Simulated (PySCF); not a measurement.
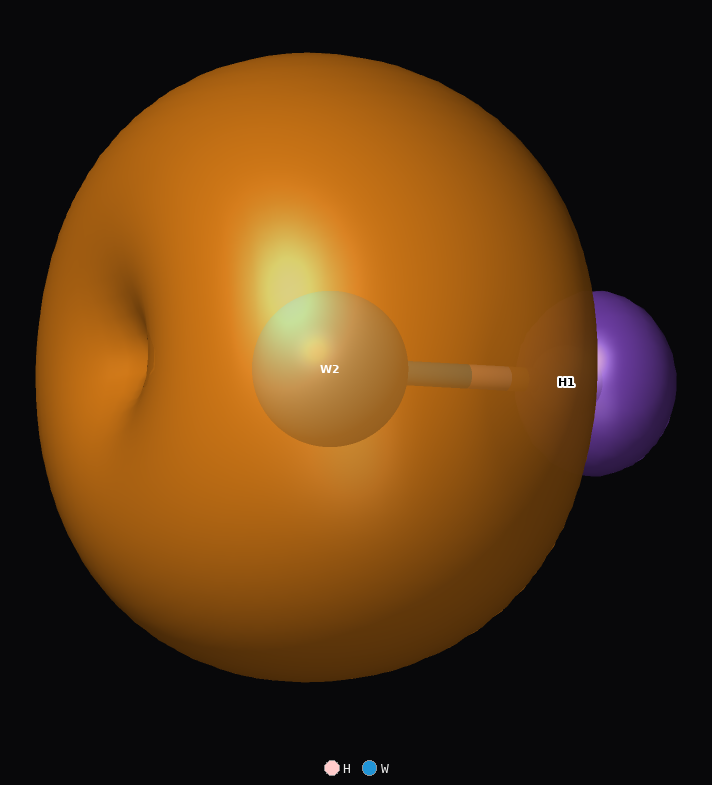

*WH (sextet). Isosurfaces of the spin density at +0.02 (orange) and −0.02 e/Å³ (purple), seen from one side.*

Core potentials replace the inner electrons of W.

Method: PySCF, PBE0/def2-TZVPPD, non-relativistic Hamiltonian with scalar-relativistic core potentials where named, at a bond length of 1.713 Å.

**Which atoms carry the spin?**

The unpaired spin (5 electrons) lies mostly on W2 (about 5.0), in electrons by Hirshfeld's partition.
